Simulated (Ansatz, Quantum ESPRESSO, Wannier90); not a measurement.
# Ballistic channels from Wannier functions: zigzag Au chain, bond 2.60 Å, width 0.8 Å, part 3 of 5

Wanted: localised orbitals and the quantum conductance of this wire: zigzag Au chain, bond 2.60 Å, width 0.8 Å.

Quantum ESPRESSO 7.5 and Wannier90 3.1.0; plane-wave DFT, LDA, GBRV ultrasoft pseudopotentials; cross-check by Ansatz 0.2.0 with PAW datasets.

So far. Step 2 (SCF with pw.x): The run needed 11 iterations to bring the estimated error under 1e-07 Ry; the largest force on any atom, held or free, is 0.13 eV/Å.

## 6. Wannier functions and transport

Level of this step: maximally localised Wannier functions and ballistic conductance; plane-wave DFT, LDA, GBRV ultrasoft pseudopotentials (Wannier90).

After disentangling and localising, transport_mode = bulk builds principal layers from hoppings within dist_cutoff and counts open channels.

The input, wan.win:

```
num_wann = 12
num_bands = 29
num_iter = 200
num_print_cycles = 20
conv_tol = 1e-8
conv_window = 5
guiding_centres = true
dis_num_iter = 1500
dis_conv_tol = 1e-8
dis_win_min = -15.7205
dis_win_max = 4.2795
dis_froz_max = -3.2205
search_shells = 120
fermi_energy = -4.7205

transport = true
transport_mode = bulk
one_dim_axis = z
dist_cutoff = 19.69
dist_cutoff_mode = one_dim
tran_win_min = -4.0
tran_win_max = 2.0
tran_energy_step = 0.02

bands_plot = true
bands_num_points = 96
begin kpoint_path
G 0.0 0.0 0.0 Z 0.0 0.0 0.5
end kpoint_path

begin projections
Au:s;d
end projections

begin unit_cell_cart
ang
  9.0000000000 0.0000000000 0.0000000000
  0.0000000000 8.0000000000 0.0000000000
  0.0000000000 0.0000000000 4.9477267507
end unit_cell_cart

begin atoms_frac
  Au -0.0444444444 0.0000000000 0.0000000000
  Au 0.0444444444 0.0000000000 0.5000000000
end atoms_frac

mp_grid = 1 1 8
begin kpoints
  0.0 0.0 0.0000000000
  0.0 0.0 0.1250000000
  0.0 0.0 0.2500000000
  0.0 0.0 0.3750000000
  0.0 0.0 0.5000000000
  0.0 0.0 0.6250000000
  0.0 0.0 0.7500000000
  0.0 0.0 0.8750000000
end kpoints
```

Command:

```bash
$ OMP_NUM_THREADS=1 wannier90.x wan > wan.run.log
```

Log:

```text
[banner, memory and clock lines left out]
+---------------------------------------------------+
             |                                                   |
             |                   WANNIER90                       |
             |                                                   |
             +---------------------------------------------------+
             |                                                   |
             |        Welcome to the Maximally-Localized         |
             |        Generalized Wannier Functions code         |
             |                             |
             |                                                   |
             |                                                   |
             |  Wannier90 Developer Group:                       |
             |    Giovanni Pizzi    (EPFL)                       |
             |    Valerio Vitale    (Cambridge)                  |
             |    David Vanderbilt  (Rutgers University)         |
             |    Nicola Marzari    (EPFL)                       |
             |    Ivo Souza         (Universidad del Pais Vasco) |
             |    Arash A. Mostofi  (Imperial College London)    |
             |    Jonathan R. Yates (University of Oxford)       |
             |                                                   |
             |  For the full list of Wannier90 3.x authors,      |
             |  please check the code documentation and the      |
             |  README on the GitHub page of the code            |
             |                                                   |
             |                                                   |
             |                                                   |
             |  [ref] "Wannier90 as a community code:            |
             |        new features and applications",            |
             |        165902 (2020).                             |
             |            |
             |                                                   |
             |  in any publications arising from the use of      |
             |                                                   |
             |  [ref] "Maximally Localized Generalised Wannier   |
             |         Functions for Composite Energy Bands"     |
             |         N. Marzari and D. Vanderbilt              |
             |         Phys. Rev. B 56 12847 (1997)              |
             |                                                   |
             |  [ref] "Maximally Localized Wannier Functions     |
             |         for Entangled Energy Bands"               |
             |         I. Souza, N. Marzari and D. Vanderbilt    |
             |         Phys. Rev. B 65 035109 (2001)             |
             |                                                   |
             |                                                   |
             | Copyright (c) 1996-2020                           |
             |        The Wannier90 Developer Group and          |
             |        individual contributors                    |
             |                                                   |
             |      Release: 3.1.0        5th March    2020      |
             |                                                   |
             | This program is free software; you can            |
             | redistribute it and/or modify it under the terms  |
             | of the GNU General Public License as published by |
             | the Free Software Foundation; either version 2 of |
             | the License, or (at your option) any later version|
             |                                                   |
             | This program is distributed in the hope that it   |
             | will be useful, but WITHOUT ANY WARRANTY; without |
             | even the implied warranty of MERCHANTABILITY or   |
             | FITNESS FOR A PARTICULAR PURPOSE. See the GNU     |
             | General Public License for more details.          |
             |                                                   |
             | You should have received a copy of the GNU General|
             | Public License along with this program; if not,   |
             | write to the Free Software Foundation, Inc.,      |
             | 675 Mass Ave, Cambridge, MA 02139, USA.           |
             |                                                   |
             +---------------------------------------------------+
[date or host left out]
             +---------------------------------------------------+

 ******************************************************************************
 * -> Using CODATA 2006 constant values                                       *
 *    (                      *
 * -> Using Bohr value from CODATA                                            *
 ******************************************************************************

 Running in serial (with parallel executable)

                                    ------
                                    SYSTEM
                                    ------

                              Lattice Vectors (Ang)
                    a_1     9.000000   0.000000   0.000000
                    a_2     0.000000   8.000000   0.000000
                    a_3     0.000000   0.000000   4.947727

                   Unit Cell Volume:     356.23633  (Ang^3)

                        Reciprocal-Space Vectors (Ang^-1)
                    b_1     0.698132   0.000000   0.000000
                    b_2     0.000000   0.785398   0.000000
                    b_3     0.000000   0.000000   1.269914

 *----------------------------------------------------------------------------*
 |   Site       Fractional Coordinate          Cartesian Coordinate (Ang)     |
 +----------------------------------------------------------------------------+
 | Au   1  -0.04444   0.00000   0.00000   |   -0.40000   0.00000   0.00000    |
 | Au   2   0.04444   0.00000   0.50000   |    0.40000   0.00000   2.47386    |
 *----------------------------------------------------------------------------*
                                ------------
                                K-POINT GRID
                                ------------

             Grid size =  1 x  1 x  8      Total points =    8

 *---------------------------------- MAIN ------------------------------------*
 |  Number of Wannier Functions               :                12             |
 |  Number of Objective Wannier Functions     :                12             |
 |  Number of input Bloch states              :                29             |
[...]
O_D=      0.0509040 O_OD=      0.5935587 O_TOT=     15.0233534 <-- SPRD
 Delta: O_D= -0.2551590E-03 O_OD= -0.4208201E-04 O_TOT= -0.2972410E-03 <-- DLTA
 Cycle:     40
[...]
Sum of centres and spreads (  0.000000, -0.000000, 14.843179 )    15.01319160

     40    -0.314E-04     0.0280862805       15.0131915987       0.12  <-- CONV
        O_D=      0.0449434 O_OD=      0.5893576 O_TOT=     15.0131916 <-- SPRD
 Delta: O_D=  0.1144534E-04 O_OD= -0.4282596E-04 O_TOT= -0.3138062E-04 <-- DLTA
 Cycle:     60
[...]
Sum of centres and spreads (  0.000000, -0.000000, 14.843179 )    15.01063441

     60    -0.156E-04     0.0232512004       15.0106344065       0.14  <-- CONV
        O_D=      0.0420205 O_OD=      0.5897233 O_TOT=     15.0106344 <-- SPRD
 Delta: O_D= -0.2058103E-04 O_OD=  0.4994751E-05 O_TOT= -0.1558628E-04 <-- DLTA
 Cycle:     80
[...]
Sum of centres and spreads (  0.000000, -0.000000, 14.843179 )    15.00929124

     80    -0.106E-03     0.0466644317       15.0092912358       0.16  <-- CONV
        O_D=      0.0399987 O_OD=      0.5904019 O_TOT=     15.0092912 <-- SPRD
 Delta: O_D=  0.3204259E-04 O_OD= -0.1379402E-03 O_TOT= -0.1058976E-03 <-- DLTA
 Cycle:    100
[...]
Sum of centres and spreads (  0.000000, -0.000000, 14.843179 )    15.00838994

    100    -0.868E-04     0.0393054159       15.0083899418       0.18  <-- CONV
        O_D=      0.0383767 O_OD=      0.5911226 O_TOT=     15.0083899 <-- SPRD
 Delta: O_D= -0.2532904E-03 O_OD=  0.1664759E-03 O_TOT= -0.8681453E-04 <-- DLTA

 Writing checkpoint file wan.chk... done

 Cycle:    120
[...]
Sum of centres and spreads (  0.000000, -0.000000, 14.843179 )    15.00748768

    120    -0.866E-05     0.0155052366       15.0074876751       0.20  <-- CONV
        O_D=      0.0372395 O_OD=      0.5913575 O_TOT=     15.0074877 <-- SPRD
 Delta: O_D= -0.1417317E-04 O_OD=  0.5515538E-05 O_TOT= -0.8657631E-05 <-- DLTA
 Cycle:    140
[...]
Sum of centres and spreads (  0.000000, -0.000000, 14.843179 )    15.00646124

    140    -0.912E-04     0.0409765227       15.0064612355       0.22  <-- CONV
        O_D=      0.0356335 O_OD=      0.5919371 O_TOT=     15.0064612 <-- SPRD
 Delta: O_D= -0.5128043E-05 O_OD= -0.8608736E-04 O_TOT= -0.9121541E-04 <-- DLTA
 Cycle:    160
[...]
Sum of centres and spreads (  0.000000, -0.000000, 14.843179 )    15.00562268

    160    -0.201E-04     0.0326407659       15.0056226805       0.24  <-- CONV
        O_D=      0.0345336 O_OD=      0.5921984 O_TOT=     15.0056227 <-- SPRD
 Delta: O_D= -0.1562508E-04 O_OD= -0.4456797E-05 O_TOT= -0.2008188E-04 <-- DLTA
 Cycle:    180
[...]
Sum of centres and spreads (  0.000000, -0.000000, 14.843179 )    15.00406156

    180    -0.278E-04     0.0259999399       15.0040615615       0.25  <-- CONV
        O_D=      0.0326141 O_OD=      0.5925568 O_TOT=     15.0040616 <-- SPRD
 Delta: O_D= -0.3229903E-04 O_OD=  0.4494273E-05 O_TOT= -0.2780475E-04 <-- DLTA
 Cycle:    200
[...]
Sum of centres and spreads ( -0.000000, -0.000000, 14.843180 )    15.00330001

    200    -0.453E-04     0.0370926464       15.0033000105       0.27  <-- CONV
        O_D=      0.0317643 O_OD=      0.5926451 O_TOT=     15.0033000 <-- SPRD
 Delta: O_D= -0.3771602E-04 O_OD= -0.7606519E-05 O_TOT= -0.4532254E-04 <-- DLTA

 Writing checkpoint file wan.chk... done

 Final State
[...]
WF centre and spread    5  ( -0.403597,  0.000000, -0.000000 )     0.85533612
  WF centre and spread    6  ( -0.400432,  0.000000, -0.000000 )     0.80007485
  WF centre and spread    7  (  0.392446,  0.000000,  2.473863 )     2.66520985
  WF centre and spread    8  (  0.379518, -0.000000,  2.473863 )     1.30235802
  WF centre and spread    9  (  0.409847, -0.000000,  2.473863 )     0.98399173
  WF centre and spread   10  (  0.392328, -0.000000,  2.473863 )     0.89467943
  WF centre and spread   11  (  0.403597,  0.000000,  2.473863 )     0.85533612
  WF centre and spread   12  (  0.400432, -0.000000,  2.473863 )     0.80007485
  Sum of centres and spreads ( -0.000000, -0.000000, 14.843180 )    15.00330001

         Spreads (Ang^2)       Omega I      =    14.378890640
        ================       Omega D      =     0.031764253
                               Omega OD     =     0.592645118
    Final Spread (Ang^2)       Omega Total  =    15.003300011
 Time for wannierise            0.187 (sec)

 Writing checkpoint file wan.chk... done

 *---------------------------------------------------------------------------*
 |                               PLOTTING                                    |
 *---------------------------------------------------------------------------*

 Translated centres
    translation centre in fractional coordinate:  0.000000  0.000000  0.250000
  WF centre     1  ( -0.392446, -0.000000, -0.000000 )
  WF centre     2  ( -0.379518,  0.000000, -0.000000 )
  WF centre     3  ( -0.409847, -0.000000,  0.000000 )
  WF centre     4  ( -0.392328, -0.000000, -0.000000 )
  WF centre     5  ( -0.403597,  0.000000, -0.000000 )
  WF centre     6  ( -0.400432,  0.000000, -0.000000 )
  WF centre     7  (  0.392446,  0.000000,  2.473863 )
  WF centre     8  (  0.379518, -0.000000,  2.473863 )
  WF centre     9  (  0.409847, -0.000000,  2.473863 )
  WF centre    10  (  0.392328, -0.000000,  2.473863 )
  WF centre    11  (  0.403597,  0.000000,  2.473863 )
  WF centre    12  (  0.400432, -0.000000,  2.473863 )

 Calculating interpolated band-structure

 Time to calculate interpolated band structure       0.013 (sec)

 Time for plotting              0.016 (sec)

 *---------------------------------------------------------------------------*
 |                              TRANSPORT                                    |
 *---------------------------------------------------------------------------*

 Calculation of Quantum Conductance and DoS: bulk mode

 Maximum imaginary part of the real-space Hamiltonian:     0.000035

     Maximum real part of the real-space Hamiltonian at each lattice point
            Lattice point R           Max |H_ij(R)|
                  -5                     0.000000
                  -4                     0.002243
                  -3                     0.017823
                  -2                     0.112570
                  -1                     1.121313
                   0                     6.558629
                   1                     1.121313
                   2                     0.112570
                   3                     0.017823
                   4                     0.002243
                   5                     0.000000

 Number of unit cells inside the principal layer:     4
 Number of Wannier Functions inside the principal layer:    48

 Calculating quantum conductance and density of states... done

 Time for transport             2.563 (sec)
 Total Execution Time           2.901 (sec)

 *===========================================================================*
 |                             TIMING INFORMATION                            |
 *===========================================================================*
 |    Tag                                                Ncalls      Time (s)|
 |---------------------------------------------------------------------------|
 |kmesh: get                                        :         1         0.010|
 |overlap: allocate                                 :         1         0.000|
 |overlap: read                                     :         1         0.034|
 |dis: main                                         :         1         0.087|
 |wann: main                                        :         1         0.187|
 |plot: main                                        :         1         0.015|
 |tran: main                                        :         1         2.563|
 *---------------------------------------------------------------------------*

 All done: wannier90 exiting
[key lines of the parts left out:]
|  Fermi energy (eV)                         :            -4.721             |
```

It took 3.4 s on 1 MPI rank of Arm Neoverse V1, shared host; peak memory 0.09 GiB.

This step gave:

| Property | Result |
| --- | --- |
| lead channels at the Fermi level, one spin | 1.0000 |
| total spread | 15.00 Å² |
| gauge-invariant spread | 14.38 Å² |
| largest misfit to plane-wave levels between mesh points, inside the frozen window | 0.005004 eV |

Per spin. Quantum conductance of the perfect wire, open channels against energy, zero at the Fermi level:

```
energy (eV)  quantum conductance of the perfect wire, open channels
     -4.000                                                       1
     -3.500                                                       1
     -3.000                                                       1
     -2.500                                                       2
     -2.000                                                       3
     -1.500                                                    2.00
     -1.020                                                       3
     -0.500                                                    4.00
      0.000                                                       1
      0.500                                                       1
      1.000                                                       1
      1.500                                                       1
      2.000                                                       1
```

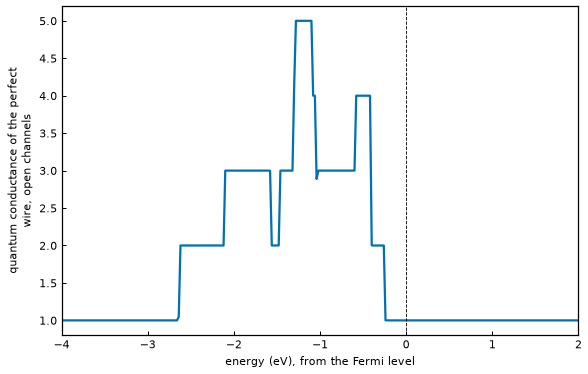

Quantum conductance of the perfect wire, open channels against energy.

Wannier functions:

```
no.    x (Å)  y (Å)  z (Å)  spread (Å²)
  1  -0.3924      0      0        2.665
  2  -0.3795      0      0        1.302
  3  -0.4098      0      0        0.984
  4  -0.3923      0      0       0.8947
  5  -0.4036      0      0       0.8553
  6  -0.4004      0      0       0.8001
  7   0.3924      0  2.474        2.665
  8   0.3795      0  2.474        1.302
  9   0.4098      0  2.474        0.984
 10   0.3923      0  2.474       0.8947
 11   0.4036      0  2.474       0.8553
 12   0.4004      0  2.474       0.8001
```

Electronic bands along the path, in eV, zero at the Fermi level; # counts the bands kept:

```
point     #8     #9    #10    #11    #12
    Γ  -1.08  -1.04  -0.59  -0.24   4.81
    Z  -0.88  -0.47  -0.47  -0.01  -0.01
```

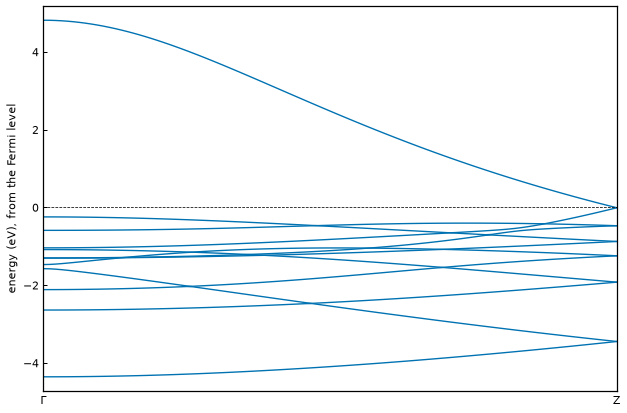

Electronic bands along the path.

Bands and channels are those of the Wannier model: bands that were not projected, and all outside the frozen window, are missing or only approximate.

## 7. Neighbour list from wannier90 -pp, with dis_win_max − E_F = 4.0

How much does a setting matter? One run is repeated with a change.

wan_w.win, as its differences from the input of step 6:

```diff
@@ -10,3 +10,3 @@
 dis_win_min = -15.7205
-dis_win_max = 4.2795
+dis_win_max = -0.7205
 dis_froz_max = -3.2205
```

Command:

```bash
$ OMP_NUM_THREADS=1 wannier90.x -pp wan_w > wan_w.pp.log
```

Run time: 0.46 s. Hardware: 1 MPI rank; peak memory 0.09 GiB.

## 8. Overlaps and projections

The follow-up step for that run.

The input, wan_w.p2w.in:

```
&inputpp
  prefix = 'nscf'
  outdir = './out'
  seedname = 'wan_w'
  write_mmn = .true.
  write_amn = .true.
  write_unk = .false.
/
```

Command:

```bash
$ OMP_NUM_THREADS=1 mpirun -n 2 pw2wannier90.x -in wan_w.p2w.in > wan_w.p2w.out
```

Run time: 6.9 s. Hardware: 2 MPI ranks; peak memory 0.28 GiB.

[end of part 3 of 5]

[Logs are printed without paths, hosts, clocks, repeated set-up lines and the standing remarks that a program may print on its own settings, such as how far it seeks lower states.]

[Hosts, paths, dates, database ids (printed as entryN), source tags and the programs' standing remarks are cut or masked in the printed files.]

[Maps of the electrostatic potential energy from Ansatz leave out the sawtooth potential of an applied field or a dipole correction, so their vacuum need not be flat; planar profiles and work functions include it.]
